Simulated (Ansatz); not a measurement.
The figure comes from a scan of KBr (rock salt): the crystal slips on the {110} plane by s times a lattice vector of 4.67 Å, no atom relaxing, γ being the energy change per area. These are r2SCAN (plane waves to 500 eV, PAW, scalar-relativistic; Ansatz, a program for electronic structure) values and carry that method's errors. k mesh 6×6×6 (Γ-centred), Fermi-Dirac smearing 0.05 eV. E is the zero-smearing estimate. Faults lie only 7.0 Å apart, and holding the cell height and the atoms raises γ above its relaxed value. Left out: 3 of 12 points, with atoms too close for the PAW data. KBr was relaxed with its symmetry unable to fall. γ is measured from zero shift.

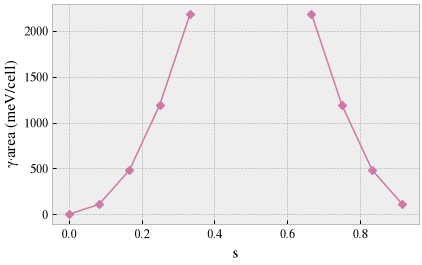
γ·area (meV/cell) against s; markers are the computed points, lines only join them.

**Question.** Read the plotted values off the figure, to the accuracy that the plot allows.

**Answer.** To the nearest 50:

```json
[
 {"s": "0.000", "γ·area (meV/cell)": "0"},
 {"s": "0.083", "γ·area (meV/cell)": "100"},
 {"s": "0.167", "γ·area (meV/cell)": "500"},
 {"s": "0.250", "γ·area (meV/cell)": "1200"},
 {"s": "0.333", "γ·area (meV/cell)": "2200"},
 {"s": "0.667", "γ·area (meV/cell)": "2200"},
 {"s": "0.750", "γ·area (meV/cell)": "1200"},
 {"s": "0.833", "γ·area (meV/cell)": "500"},
 {"s": "0.917", "γ·area (meV/cell)": "100"}
]
```

(The slope of γ gives the shear force per area between the displaced halves; near zero shift its curvature is an elastic stiffness.)
